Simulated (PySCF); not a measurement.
Dissociation curve of SMILES [BeH2]. The Be1–H3 bond (Be1 also carries H; H3 carries nothing else) is pulled apart rigidly from the PBE0/def2-TZVP optimised geometry.

- UKS-TPSSh = unrestricted TPSSh/cc-pVTZ in PySCF 2.14.0
- RKS-TPSSh = restricted TPSSh/cc-pVTZ (PySCF)
- RKS-B3LYP = restricted B3LYP/cc-pVTZ (PySCF 2.14.0)

Magnitude of the dipole moment (D; its direction can reverse along the curve, and a method can change to another solution) and Mulliken charge of the fragment that holds Be1:

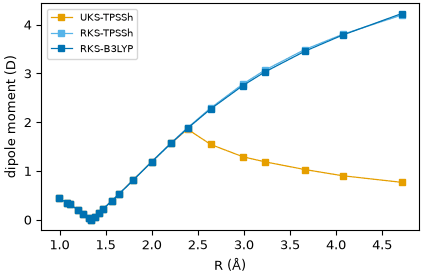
Figure. Dipole moment against bond length.

```csv
R / Å,μ UKS-TPSSh,q UKS-TPSSh,μ RKS-TPSSh,q RKS-TPSSh,μ RKS-B3LYP,q RKS-B3LYP
0.99,0.44,-0.28,0.44,-0.28,0.44,-0.32
1.08,0.35,-0.14,0.35,-0.14,0.35,-0.19
1.11,0.32,-0.10,0.32,-0.10,0.32,-0.15
1.20,0.21,-0.01,0.21,-0.01,0.21,-0.06
1.26,0.12,0.04,0.12,0.04,0.12,-0.01
1.32,0.03,0.07,0.03,0.07,0.03,0.04
1.34,0.00,0.08,0.00,0.08,0.00,0.05
1.38,0.07,0.10,0.07,0.10,0.07,0.07
1.43,0.15,0.11,0.15,0.11,0.15,0.09
1.47,0.22,0.12,0.22,0.12,0.22,0.11
1.57,0.39,0.14,0.39,0.14,0.39,0.13
1.64,0.52,0.14,0.52,0.14,0.52,0.15
1.80,0.82,0.15,0.82,0.15,0.82,0.17
2.00,1.19,0.16,1.19,0.16,1.19,0.18
2.21,1.58,0.17,1.58,0.17,1.57,0.18
2.39,1.86,0.17,1.89,0.17,1.88,0.19
2.64,1.55,0.12,2.29,0.18,2.27,0.19
2.99,1.29,0.09,2.78,0.19,2.75,0.19
3.23,1.19,0.08,3.07,0.19,3.03,0.20
3.66,1.03,0.06,3.49,0.19,3.45,0.20
4.07,0.90,0.05,3.80,0.19,3.79,0.19
4.71,0.77,0.04,4.20,0.19,4.23,0.19
```

The unrestricted determinant behind UKS-TPSSh is spin-contaminated at 2.64 to 4.71 Å (<S²> up to 0.9, against 0.00 for a pure singlet). At the longest distance RKS-TPSSh, RKS-B3LYP leaves fractional charges on the fragments, a sign of delocalisation error or of the restricted form. The restricted form behind RKS-TPSSh, RKS-B3LYP keeps the bonding electrons paired and can't separate into open-shell fragments.
